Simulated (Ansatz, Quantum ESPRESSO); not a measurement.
# From contact to tunnelling: vacuum gaps between two Na(110) faces, part 3 of 5

Aim: how the conductance falls as the barrier grows, for vacuum gaps between two Na(110) faces.

Quantum ESPRESSO 7.5; plane-wave DFT, PBE, GBRV ultrasoft pseudopotentials; cross-check by Ansatz 0.2.0 with PAW datasets.

So far. Step 2 (Self-consistent run, 5 Å): The run needed 10 iterations to bring the estimated error under 1e-07 Ry; the largest force on any atom, held or free, is 0.10 eV/Å.

### Step 4. The same in Ansatz, 5 Å

As a check, the same structure is run in Ansatz.

Level of this step: plane-wave DFT, PBE, Ansatz PAW (Ansatz 0.2.0).

input.yaml

```yaml
crystal:
  lattice:
    - [4.2, 0.0, 0.0]
    - [2.1, 2.969848481, 0.0]
    - [0.0, 0.0, 37.6683332908]
  atoms:
    - { symbol: Na, position: [0.0, 0.0, 0.0] }
    - { symbol: Na, position: [0.5, 0.0, 0.0788420464] }
    - { symbol: Na, position: [0.0, 0.0, 0.1576840928] }
    - { symbol: Na, position: [0.5, 0.0, 0.2365261392] }
    - { symbol: Na, position: [0.0, 0.0, 0.3153681856] }
    - { symbol: Na, position: [0.5, 0.0, 0.394210232] }
    - { symbol: Na, position: [0.0, 0.0, 0.5269477216] }
    - { symbol: Na, position: [0.5, 0.0, 0.605789768] }
    - { symbol: Na, position: [0.0, 0.0, 0.6846318144] }
    - { symbol: Na, position: [0.5, 0.0, 0.7634738608] }
    - { symbol: Na, position: [0.0, 0.0, 0.8423159072] }
    - { symbol: Na, position: [0.5, 0.0, 0.9211579536] }
kpoints:
  mp_grid: { grid: [7, 8, 1] }
hamiltonian:
  xc: pbe
scf:
  occupations: { method: fermi_dirac, width: 0.1 }
  convergence: { dr2_threshold: 1.0e-08 }
output:
  transmission: { leads: [[0, 2]], e_range: [-0.4, 0.4], de: 0.4, kmesh: [8, 8] }
  write_potential: true
  write_density: true
  volumetric_format: npy
  elf: true
```

Run with:

```bash
ansatz run input.yaml --threads 4 --pin off --max-ram 8192MiB --backend cpu --events-out ev --progress --plain --runs-dir out
```

Numbers of over 12 decimals in the logs are rounded to 6 here.

Output:

```text
Warning: crystal.symmetry: narrowed to the stabiliser of the k-point mesh — unitary ops 8 → 4; excluded 4 operations that carry a point of the 7×8×1 mesh (shift [0, 0, 0]) off the mesh (the run samples exactly the mesh kpoints.mp_grid names, as under crystal.symmetry.detect: false, and its converged state has the mesh's symmetry, not the crystal's; ε∞, the Born charges and the force constants of a linear response (`dielectric:` by the response, `phonons.method: dfpt`) are averaged over those of the crystal's operations that the state keeps within a tolerance, where `mesh_tensors`, `unaveraged_element` or `gamma_mean_max_change_ev_ang2` stands beside them; [rest of the remark cut]
Engine: ansatz 0.2.0, aarch64-unknown-linux-gnu
Pseudopotentials: kind: paw
Pseudopotential: Na, paw, valence charge 9, recommended cutoff 420 eV (normal), Na.paw.azcp
Functional definition: PBE
  parameter kappa = 0.804
  parameter beta = 0.066725
  exchange = pbe_x(kappa = kappa, mu = beta*pi^2/3)
  correlation = pbe_c(beta = beta)
Crystal: 12 atoms, lattice volume = 469.851 Å³
Basis set: ecut = 420 eV, 9003 PW (Γ)
Bands: 66, of which v1, the nominal top of the filled ones, is band 54 counted from 1 (53 counted from 0)
Symmetry: 4 space group operations
k-points: 29 of 56
Non-local potential: Na, projectors of the file, l = 0: 3, l = 1: 2, l = 2: 1
PAW form: soft (Blöchl's): semilocal exchange-correlation on the pseudo side does not see the compensation charge
PAW one-centre angular grid: Na, 110 points (default); XC on 64 Gauss nodes
Initial density: superposition of atomic densities (neutral atoms: chi_scale 0, normalization atom), corrected by the library's trained network
Initial wavefunctions: pseudopotential atomic-orbital guess
Functional: x = pbe(κ = 0.804, μ = 0.219515), c = pbe(β = 0.066725)
SCF iter   1: F=—  HF=-17836.879681 eV  |F-HF|=—  |Δ(HF+E_count)|=         —  Δρ=1.44e-3  dr2=1.67e0  ethr=1.77e-3  ⟨swp⟩=9.6  Hψ=7868  notcnv=0  defer=10
preconditioner: auto → LDOS  [metal: Δε(μ)=0.016 eV  Ē_g=3.162 eV  σ=0.100 eV  W_gap=0.04  n_scr=82 (ndim 8)  ℏωp=5.9 eV  f_vac=0.046  D(μ)=5.68/eV (n_scr^D=16)  β→1.0]
SCF iter   2: F=—  HF=-17836.845637 eV  |F-HF|=—  |Δ(HF+E_count)|=   3.40e-2  Δρ=5.95e-4  dr2=3.20e-2  ethr=1.55e-3  ⟨swp⟩=1.5  Hψ=2219  notcnv=0  defer=3
SCF iter   3: F=—  HF=-17836.844776 eV  |F-HF|=—  |Δ(HF+E_count)|=   8.61e-4  Δρ=3.18e-4  dr2=5.28e-4  ethr=2.97e-5  ⟨swp⟩=1.0  Hψ=1908  notcnv=0  defer=3
SCF iter   4: F=—  HF=-17836.844631 eV  |F-HF|=—  |Δ(HF+E_count)|=   1.45e-4  Δρ=7.60e-5  dr2=4.13e-5  ethr=4.89e-7  ⟨swp⟩=2.0  Hψ=3441  notcnv=0  defer=3
SCF iter   5: F=—  HF=-17836.844627 eV  |F-HF|=—  |Δ(HF+E_count)|=   4.70e-6  Δρ=7.79e-6  dr2=5.85e-6  ethr=3.82e-8  ⟨swp⟩=2.0  Hψ=3184  notcnv=0  defer=3
SCF iter   6: F=—  HF=-17836.844780 eV  |F-HF|=—  |Δ(HF+E_count)|=   1.53e-4  Δρ=1.76e-6  dr2=4.88e-8  ethr=5.42e-9  ⟨swp⟩=1.3  Hψ=1930  notcnv=0  defer=3
SCF iter   7: F=-17836.844780 eV  HF=-17836.844780 eV  |F-HF|=4.22e-10  |Δ(HF+E_count)|=   1.70e-8  Δρ=6.64e-7  dr2=2.81e-9  ethr=9.26e-12  ⟨swp⟩=8.7  Hψ=5921  notcnv=0
SCF 1 converged in 7 iterations: F = -17836.844780 eV  dr2 = 2.81e-9
  greatest PAW one-centre occupation: 0.999 electrons in one spin orbital (limit 2), on the Na atom at site 6 (counted from 0), in its partial waves of l = 0
transmission: 164 of 1632 steps passed
transmission: 328 of 1632 steps passed
[...]
transmission: 1632 of 1632 steps passed
SCF converged after 7 iterations
Free energy (F): -17836.844780 eV
Harris-Foulkes:  -17836.844780 eV  (|F-HF|=4.22e-10)
Internal energy: -17836.655181 eV  (E = F + TS)
E sigma→0 (E₀):  -17836.749980 eV
Entropy (-TS):   -0.189599 eV (-15.800 meV/atom)
Fermi energy:    1.526167 eV
--- Per-component energies (eV) ---
  E_band       = -2920.942481
  E_kinetic    = 1441.495348
  E_local      = -19021.239184  (includes V_loc(G=0)·N_el)
  E_nonlocal   = 1381.166797
  E_hartree    = 7173.696235
  E_xc         = -459.713207
  E_vxc        = -590.653762  (∫ρ·V_xc dr)
  E_paw        = -3157.979184  (= ΣΔE_a)
  E_vpaw       = -479.103421  (= ΣTr[D̂ρ^β])
  E_aug_tail   = -0.000396  (compensation charges beyond the density's cutoff)
  E_ewald      = -5194.081589
  E_smearing   = -0.189599  (= −TS)
  E_closure    = -0.000000  (closes the sum)
  Σ components = -17836.844780   (vs F -17836.844780, Δ=0.00e0)
--- Band table (eV; the first three rows and the last of 29) ---
  k-point 0: bands = [... 50 lower, -1.5379, -1.3232, -1.1353, -0.7668, -0.5329, 0.0051, 0.2431, 0.9925, ... 8 higher]
  k-point 1: bands = [... 50 lower, -1.2644, -1.0507, -0.8637, -0.4970, -0.2640, 0.2716, 0.5084, 1.2549, ... 8 higher]
  k-point 2: bands = [... 50 lower, -0.4523, -0.2417, -0.0570, 0.3046, 0.5350, 1.0632, 1.2972, 2.0338, ... 8 higher]
  k-point 28: bands = [... 50 lower, 1.6777, 1.7818, 1.8600, 1.8741, 1.9665, 2.0465, 2.1565, 2.3042, ... 8 higher]
--- Transmission ---
  basis      : 103 plane waves across, 48 finite elements along
  points     : 34, standing for a mesh of 8 x 8
  energies   : 3 from -0.400000 to 0.400000 eV about the Fermi level, 0.400000 eV apart; the leads are filled to 0.000000 eV, and channels, transmission and decay are at 0.000000 eV
  crystal 0  : Na2, at the sites [0, 2], period 5.9397 Å, over 35.64 Å; its Hamiltonian steps by up to 5.6 meV
    offset         : up to 0.0000 Å between an atom of the period and one for which it stands
    channels       : 8.593750e-1 a spin
    conductance    : none, the energies end too early or step too widely for 300 K: set another output.transmission.e_range or a lower de, or, where they end at an eighth of basis.ecutwfc, a higher one
    slowest decay  : 0.1676 /Å at (0.1250, 0.5000)
  junction   : crystal 0 to crystal 0, -1.48 to 30.24 Å
    transmission   : 3.398998e-1 a spin
    conductance    : none, the energies end too early or step too widely for 300 K: set another output.transmission.e_range or a lower de, or, where they end at an eighth of basis.ecutwfc, a higher one
```

Elapsed: 78 s, on 4 threads of Arm Neoverse N1, shared host; peak memory 1.2 GiB; 4.9 min of CPU time.

Read from the output:

* free energy: -17836.8448 eV
* energy at zero smearing: -17836.7500 eV
* smearing term TS: 0.1896 eV
* Fermi energy: 1.526 eV
* symmetry operations: 4
* transmission at the Fermi level, one spin: 0.3399
* step of the lead's Hamiltonian over a period: 5.6 meV

Per spin; mean over the k mesh across the current. Transmission, zone mean against energy, zero at the Fermi level:

```tsv
energy (eV)	transmission, zone mean
-0.400	0.249
0.000	0.340
0.400	0.444
```

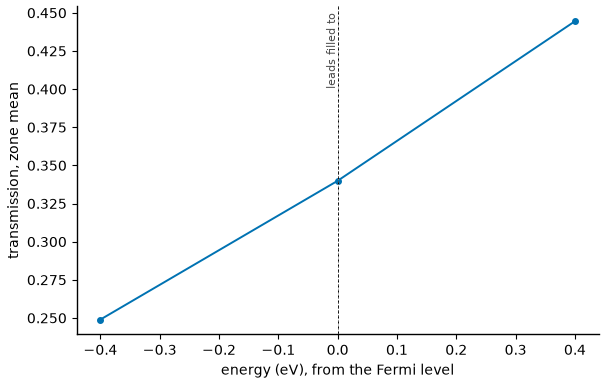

Transmission, zone mean, plotted against energy.

Per spin; mean over the k mesh across the current. Table of open channels, zone mean by energy, zero at the Fermi level:

```tsv
energy (eV)	open channels, zone mean
-0.400	0.734
0.000	0.859
0.400	0.984
```

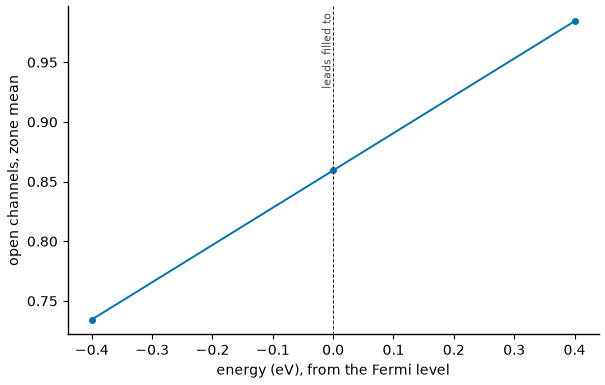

Open channels, zone mean against energy.

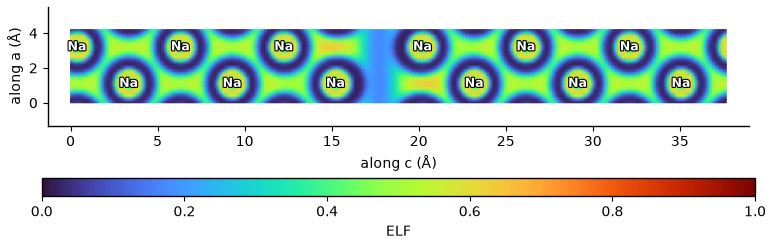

ELF in the ca plane at fractional y = 0.000, with atoms of Na within 0.2 Å of it. It is the smooth field of the valence electrons, not physical close to the nuclei. The map starts off the cell's origin, so that atoms lie inside it.

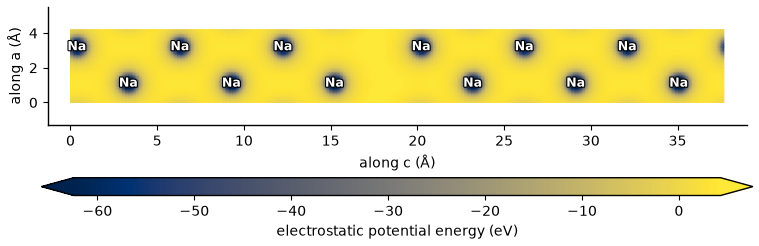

Electrostatic potential energy in the ca plane at fractional y = 0.000, with atoms of Na within 0.2 Å of it. With pseudopotentials it is smooth inside the atoms' cores, unlike the true potential. The map starts off the cell's origin, so that atoms lie inside it.

Ansatz finds T = 0.340 against pwcond's 0.334.

### Step 5. Self-consistent run, 6 Å

Level of this step: plane-wave DFT, PBE, GBRV ultrasoft pseudopotentials (Quantum ESPRESSO 7.5).

j1.scf.in

```
&control
  prefix = 'j1.scf'
  outdir = './out'
  pseudo_dir = './pseudo'
  calculation = 'scf'
  tprnfor = .true.
/
&system
  ibrav = 0
  nat = 12
  ntyp = 1
  ecutwfc = 40
  ecutrho = 200
  occupations = 'smearing'
  smearing = 'mv'
  degauss = 0.01
/
&electrons
  conv_thr = 1e-07
  mixing_beta = 0.25
  electron_maxstep = 120
  mixing_mode = 'local-TF'
/
ATOMIC_SPECIES
  Na  22.9898  na_pbe_v1.5.uspp.F.UPF
CELL_PARAMETERS angstrom
  4.20000000000000 0.00000000000000 0.00000000000000
  2.10000000000000 2.96984848098350 0.00000000000000
  0.00000000000000 0.00000000000000 38.66833329081850
ATOMIC_POSITIONS crystal
  Na  0.000000000000 0.000000000000 0.000000000000
  Na  0.500000000000 0.000000000000 0.076803115838
  Na  0.000000000000 0.000000000000 0.153606231675
  Na  0.500000000000 0.000000000000 0.230409347513
  Na  0.000000000000 0.000000000000 0.307212463351
  Na  0.500000000000 0.000000000000 0.384015579188
  Na  0.000000000000 0.000000000000 0.539181304974
  Na  0.500000000000 0.000000000000 0.615984420812
  Na  0.000000000000 0.000000000000 0.692787536649
  Na  0.500000000000 0.000000000000 0.769590652487
  Na  0.000000000000 0.000000000000 0.846393768325
  Na  0.500000000000 0.000000000000 0.923196884162
K_POINTS automatic
  7 8 1 0 0 0
```

Run with:

```bash
OMP_NUM_THREADS=1 mpirun -n 4 pw.x -nk 4 -in j1.scf.in > j1.scf.out
```

Output:

```text
[banner, memory and clock lines left out]
Program PWSCF v.7.5 starts
[...]
Message from routine setup:
[...]
number of electrons       =       108.00
     number of Kohn-Sham states=           65
     kinetic-energy cutoff     =      40.0000  Ry
     charge density cutoff     =     200.0000  Ry
[...]
number of k points=    29  Marzari-Vanderbilt smearing, width (Ry)=  0.0100
[...]
Dense  grid:   155621 G-vectors     FFT dimensions: (  36,  32, 360)
[...]
Starting wfcs are   60 randomized atomic wfcs +    5 random wfcs
[...]
estimated scf accuracy    <       0.30750084 Ry
[...]
estimated scf accuracy    <       0.21865024 Ry
[...]
estimated scf accuracy    <       0.00545137 Ry
[...]
estimated scf accuracy    <       0.00604226 Ry
[...]
estimated scf accuracy    <       0.00035685 Ry
[...]
estimated scf accuracy    <       0.00013479 Ry
[...]
estimated scf accuracy    <       0.00000529 Ry
[...]
estimated scf accuracy    <       0.00000365 Ry
[...]
estimated scf accuracy    <       0.00000254 Ry
[...]
estimated scf accuracy    <       0.00000297 Ry
[...]
estimated scf accuracy    <       0.00000033 Ry
[...]
the Fermi energy is     1.2972 ev
!    total energy              =   -1144.12271496 Ry
     estimated scf accuracy    <       0.00000003 Ry
     smearing contrib. (-TS)   =      -0.00058395 Ry
     internal energy E=F+TS    =   -1144.12213101 Ry
[...]
one-electron contribution =   -1326.69849907 Ry
     hartree contribution      =     666.53524899 Ry
     xc contribution           =    -171.69307784 Ry
     ewald contribution        =    -312.26580309 Ry
     convergence has been achieved in  12 iterations
[...]
Total force =     0.002561     Total SCF correction =     0.000395
[...]
```

Elapsed: 6 min, on 4 MPI ranks; peak memory 1.3 GiB.

This step gave:

| Item | Value |
| --- | --- |
| free energy | -15566.5826 eV |
| Fermi energy | 1.297 eV |

### Step 6. The open system, 6 Å

j1.cond.in

```
&inputcond
  outdir = './out'
  prefixt = 'j1.scf'
  tran_file = 'j1.cond.dat'
  bdl = 1.4142135619
  bds = 9.2067460214
  ikind = 1
  ewind = 4.0
  epsproj = 1e-05
  nz1 = 7
  energy0 = 0.4
  denergy = -0.4
/
21
  0.00000000 0.00000000 0.01562500
  0.00000000 0.12500000 0.03125000
  0.00000000 0.25000000 0.03125000
  0.00000000 0.37500000 0.03125000
  0.00000000 0.50000000 0.01562500
  0.12500000 0.00000000 0.06250000
  0.12500000 0.25000000 0.06250000
  0.12500000 0.37500000 0.06250000
  0.12500000 0.50000000 0.06250000
  0.25000000 0.00000000 0.06250000
  0.25000000 0.12500000 0.03125000
  0.25000000 0.37500000 0.06250000
  0.25000000 0.50000000 0.06250000
  0.25000000 0.62500000 0.03125000
  0.37500000 0.00000000 0.06250000
  0.37500000 0.12500000 0.06250000
  0.37500000 0.50000000 0.06250000
  0.37500000 0.62500000 0.06250000
  0.50000000 0.00000000 0.03125000
  0.50000000 0.12500000 0.06250000
  0.50000000 0.25000000 0.03125000
3
```

Run with:

```bash
OMP_NUM_THREADS=1 mpirun -n 4 pwcond.x -in j1.cond.in > j1.cond.out
```

Output:

```text
[banner, memory and clock lines left out]
Program PWCOND v.7.5 starts
[citation notice left out]

[...]
./out/j1.scf.save/

     IMPORTANT: XC functional enforced from input :
     Exchange-correlation= PBE
                           (   1   4   3   4   0   0   0)
     Any further DFT definition will be discarded
     Please, verify this is what you really want

     Reading collected, re-writing distributed wavefunctions

===== INPUT FILE containing all the regions =====

     GEOMETRY:

     lattice parameter (alat)  =       7.9368  a.u.
[...]
---  E-Ef =   -0.4000000  k =    0.5000000   0.2500000
---  ie =          3  ik =         21
 Nchannels of the left tip =            1
 Right moving states:
   k1(2pi/a)   k2(2pi/a)   E-Ef (eV)
   0.4233651   0.0000186  -0.4000000
 Left moving states:
   k1(2pi/a)   k2(2pi/a)   E-Ef (eV)
  -0.4233651   0.0000186  -0.4000000

 to transmit
 Band j to band i transmissions and reflections:
    j         i     |T_ij|^2    |R_ij|^2

    1 -->     1     0.02366     0.97634
   Total T_j, R_j =    0.02366  0.97634

E-Ef(ev), T(x2 spins) =   -0.4000000   0.0473198
   T_tot     0.40000      0.42929E+00
   T_tot     0.00000      0.26960E+00
   T_tot    -0.40000      0.16377E+00

[...]
```

Run time: 3.4 min. Hardware: 4 MPI ranks; peak memory 0.29 GiB; 14 min of CPU time.

Read from the output:

| Quantity | Value |
| --- | --- |
| transmission at the Fermi level, one spin | 0.1348 |
| conductance | 0.1348 G₀ |

Per spin; mean over the k mesh across the current. The transmission, zone mean by energy, zero at the Fermi level:

```tsv
energy (eV)	transmission, zone mean
-0.400	0.0819
0.000	0.135
0.400	0.215
```

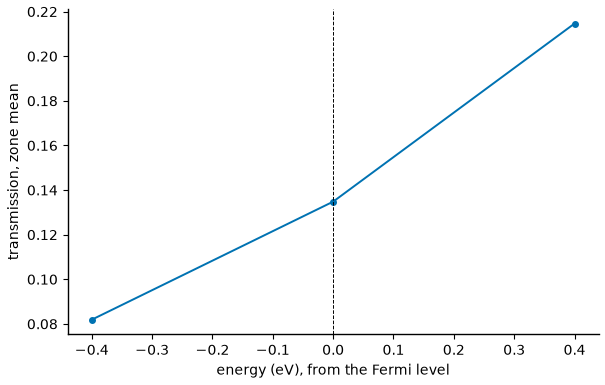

Transmission, zone mean against energy.

T goes from 0.334 to 0.135, a factor of 2.5.

### Step 7. The same in Ansatz, 6 Å

Level of this step: plane-wave DFT, PBE, Ansatz PAW (Ansatz 0.2.0).

input.yaml

```yaml
crystal:
  lattice:
    - [4.2, 0.0, 0.0]
    - [2.1, 2.969848481, 0.0]
    - [0.0, 0.0, 38.6683332908]
  atoms:
    - { symbol: Na, position: [0.0, 0.0, 0.0] }
    - { symbol: Na, position: [0.5, 0.0, 0.0768031158] }
    - { symbol: Na, position: [0.0, 0.0, 0.1536062317] }
    - { symbol: Na, position: [0.5, 0.0, 0.2304093475] }
    - { symbol: Na, position: [0.0, 0.0, 0.3072124634] }
    - { symbol: Na, position: [0.5, 0.0, 0.3840155792] }
    - { symbol: Na, position: [0.0, 0.0, 0.539181305] }
    - { symbol: Na, position: [0.5, 0.0, 0.6159844208] }
    - { symbol: Na, position: [0.0, 0.0, 0.6927875366] }
    - { symbol: Na, position: [0.5, 0.0, 0.7695906525] }
    - { symbol: Na, position: [0.0, 0.0, 0.8463937683] }
    - { symbol: Na, position: [0.5, 0.0, 0.9231968842] }
kpoints:
  mp_grid: { grid: [7, 8, 1] }
hamiltonian:
  xc: pbe
scf:
  occupations: { method: fermi_dirac, width: 0.1 }
  convergence: { dr2_threshold: 1.0e-08 }
output:
  transmission: { leads: [[0, 2]], e_range: [-0.4, 0.4], de: 0.4, kmesh: [8, 8] }
  write_potential: true
  write_density: true
  volumetric_format: npy
```

Run with:

```bash
ansatz run input.yaml --threads 4 --pin off --max-ram 8192MiB --backend cpu --events-out ev --progress --plain --runs-dir out
```

Output:

```text
[...]
Crystal: 12 atoms, lattice volume = 482.324 Å³
Basis set: ecut = 420 eV, 9255 PW (Γ)
Bands: 66, of which v1, the nominal top of the filled ones, is band 54 counted from 1 (53 counted from 0)
Symmetry: 4 space group operations
k-points: 29 of 56
[...]
k-point 28: bands = [... 50 lower, 1.5791, 1.6780, 1.7525, 1.7588, 1.8675, 1.9572, 2.0422, 2.2034, ... 8 higher]
--- Transmission ---
  basis      : 103 plane waves across, 49 finite elements along
  points     : 34, standing for a mesh of 8 x 8
[...]
channels       : 8.593750e-1 a spin
[...]
slowest decay  : 0.1679 /Å at (0.1250, 0.5000)
  junction   : crystal 0 to crystal 0, 1.48 to 34.21 Å
    transmission   : 1.359809e-1 a spin
[...]
[key lines of the parts left out:]
SCF converged after 8 iterations
Free energy (F): -17836.776548 eV
Fermi energy:    1.420383 eV
```

Run time: 90 s. Hardware: 4 threads; peak memory 1.3 GiB; 5.3 min of CPU time.

Read from the output:

- free energy: -17836.7765 eV
- energy at zero smearing: -17836.6779 eV
- smearing term TS: 0.1974 eV
- Fermi energy: 1.420 eV
- transmission at the Fermi level, one spin: 0.1360
- step of the lead's Hamiltonian over a period: 5.8 meV

Per spin; mean over the k mesh across the current. Table of transmission, zone mean by energy, zero at the Fermi level:

```tsv
energy (eV)	transmission, zone mean
-0.400	0.0821
0.000	0.136
0.400	0.216
```

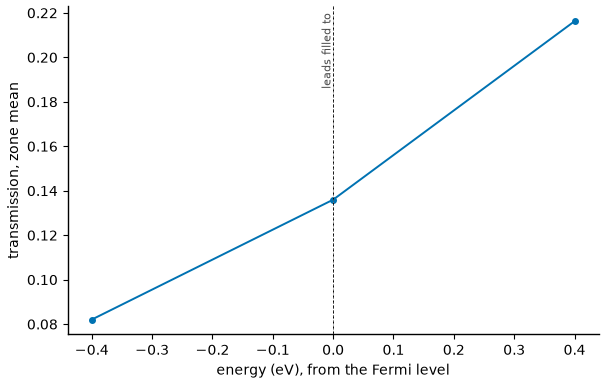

Transmission, zone mean, plotted against energy.

Ansatz finds T = 0.136 against pwcond's 0.135.

### Step 8. Ground state, 7 Å

Level of this step: plane-wave DFT, PBE, GBRV ultrasoft pseudopotentials (Quantum ESPRESSO 7.5).

j2.scf.in

```
&control
  prefix = 'j2.scf'
  outdir = './out'
  pseudo_dir = './pseudo'
  calculation = 'scf'
  tprnfor = .true.
/
&system
  ibrav = 0
  nat = 12
  ntyp = 1
  ecutwfc = 40
  ecutrho = 200
  occupations = 'smearing'
  smearing = 'mv'
  degauss = 0.01
/
&electrons
  conv_thr = 1e-07
  mixing_beta = 0.25
  electron_maxstep = 120
  mixing_mode = 'local-TF'
/
ATOMIC_SPECIES
  Na  22.9898  na_pbe_v1.5.uspp.F.UPF
CELL_PARAMETERS angstrom
  4.20000000000000 0.00000000000000 0.00000000000000
  2.10000000000000 2.96984848098350 0.00000000000000
  0.00000000000000 0.00000000000000 39.66833329081850
ATOMIC_POSITIONS crystal
  Na  0.000000000000 0.000000000000 0.000000000000
  Na  0.500000000000 0.000000000000 0.074866984181
  Na  0.000000000000 0.000000000000 0.149733968363
  Na  0.500000000000 0.000000000000 0.224600952544
  Na  0.000000000000 0.000000000000 0.299467936725
  Na  0.500000000000 0.000000000000 0.374334920907
  Na  0.000000000000 0.000000000000 0.550798094912
  Na  0.500000000000 0.000000000000 0.625665079093
  Na  0.000000000000 0.000000000000 0.700532063275
  Na  0.500000000000 0.000000000000 0.775399047456
  Na  0.000000000000 0.000000000000 0.850266031637
  Na  0.500000000000 0.000000000000 0.925133015819
K_POINTS automatic
  7 8 1 0 0 0
```

Run with:

```bash
OMP_NUM_THREADS=1 mpirun -n 4 pw.x -nk 4 -in j2.scf.in > j2.scf.out
```

Output:

```text
[banner, memory and clock lines left out]
Program PWSCF v.7.5 starts
[...]
Message from routine setup:
[...]
number of electrons       =       108.00
     number of Kohn-Sham states=           65
     kinetic-energy cutoff     =      40.0000  Ry
     charge density cutoff     =     200.0000  Ry
[...]
number of k points=    29  Marzari-Vanderbilt smearing, width (Ry)=  0.0100
[...]
Dense  grid:   159641 G-vectors     FFT dimensions: (  36,  32, 360)
[...]
Starting wfcs are   60 randomized atomic wfcs +    5 random wfcs
[...]
estimated scf accuracy    <       0.34030058 Ry
[...]
estimated scf accuracy    <       0.25137794 Ry
[...]
estimated scf accuracy    <       0.00824550 Ry
[...]
estimated scf accuracy    <       0.01397865 Ry
[...]
estimated scf accuracy    <       0.00299840 Ry
[...]
estimated scf accuracy    <       0.00155199 Ry
[...]
estimated scf accuracy    <       0.00026555 Ry
[...]
estimated scf accuracy    <       0.00019767 Ry
[...]
estimated scf accuracy    <       0.00005441 Ry
[...]
estimated scf accuracy    <       0.00004351 Ry
[...]
estimated scf accuracy    <       0.00000108 Ry
[...]
estimated scf accuracy    <       0.00000013 Ry
[...]
the Fermi energy is     1.2065 ev
!    total energy              =   -1144.12035250 Ry
     estimated scf accuracy    <       0.00000003 Ry
     smearing contrib. (-TS)   =      -0.00097029 Ry
     internal energy E=F+TS    =   -1144.11938221 Ry
[...]
one-electron contribution =   -1510.17834514 Ry
     hartree contribution      =     757.91023165 Ry
     xc contribution           =    -171.69462502 Ry
     ewald contribution        =    -220.15664371 Ry
     convergence has been achieved in  13 iterations
[...]
Total force =     0.001096     Total SCF correction =     0.000946
[...]
```

Wall time 7.3 min (4 MPI ranks); peak memory 1.4 GiB.

Numbers from this step:

* free energy: -15566.5504 eV
* Fermi energy: 1.206 eV

[end of part 3 of 5]

[Logs are printed without paths, hosts, clocks, repeated set-up lines and the standing remarks that a program may print on its own settings, such as how far it seeks lower states.]

[Hosts, paths, dates, database ids (printed as entryN), source tags and the programs' standing remarks are cut or masked in the printed files.]

[Maps of the electrostatic potential energy from Ansatz leave out the sawtooth potential of an applied field or a dipole correction, so their vacuum need not be flat; planar profiles and work functions include it.]
